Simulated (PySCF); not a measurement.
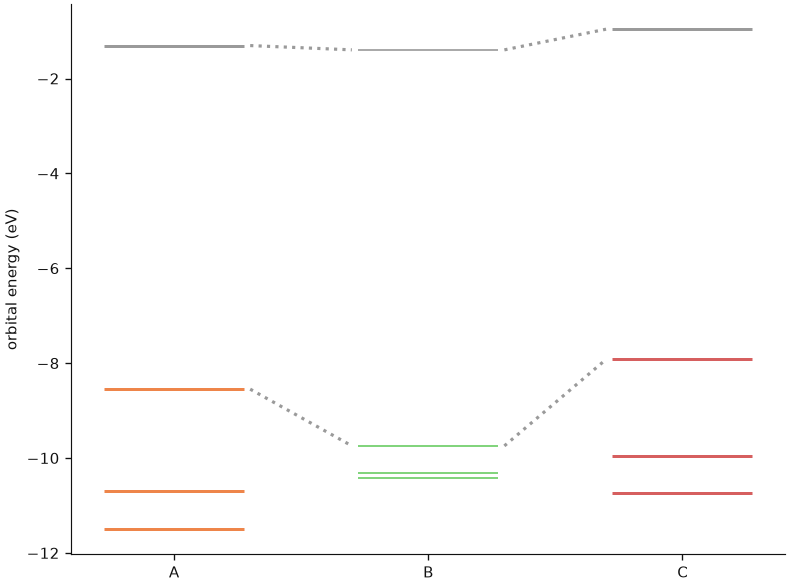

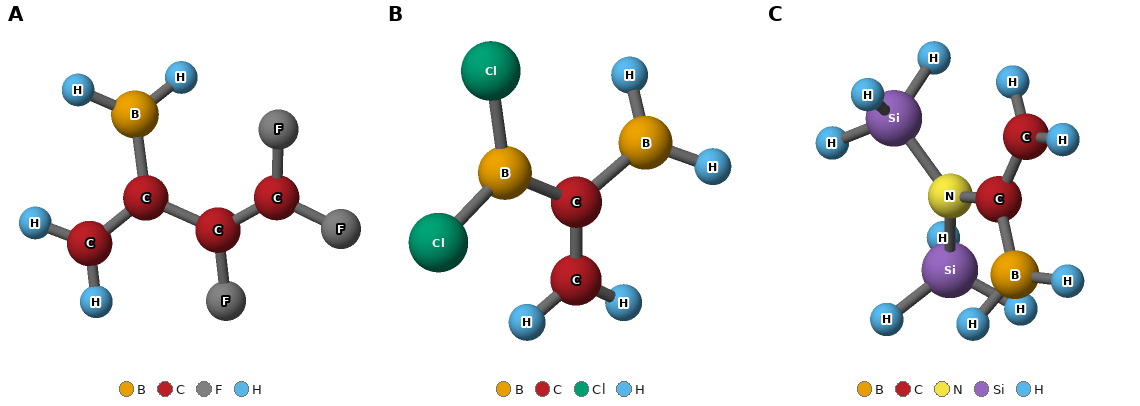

Related molecules: A is C₄H₄BF₃, SMILES BC(=C)C(F)=C(F)F; B is C₂H₄B₂Cl₂, SMILES BC(=C)B(Cl)Cl; C is C₂H₁₀BNSi₂, SMILES BC(=C)N([SiH3])[SiH3]. Frontier orbital energies, CAM-B3LYP/def2-SVPD in PySCF, at a GFN2-xTB geometry (no frequency check); drawn are at most three filled levels and, in grey, the LUMO with any level within 0.03 eV of it; dotted lines join the HOMOs and the LUMOs.

### What does the change do to the frontier levels?

From A to B the HOMO falls by 1.20 eV and the LUMO falls by 0.09 eV, so the separation goes from 7.24 to 8.35 eV. From A to C the HOMO rises by 0.63 eV and the LUMO rises by 0.35 eV, so the separation goes from 7.24 to 6.96 eV.

Caveats, for all or some of the runs: one conformer of a flexible molecule; the tight-binding geometry is rougher than a DFT one and adds to the error.
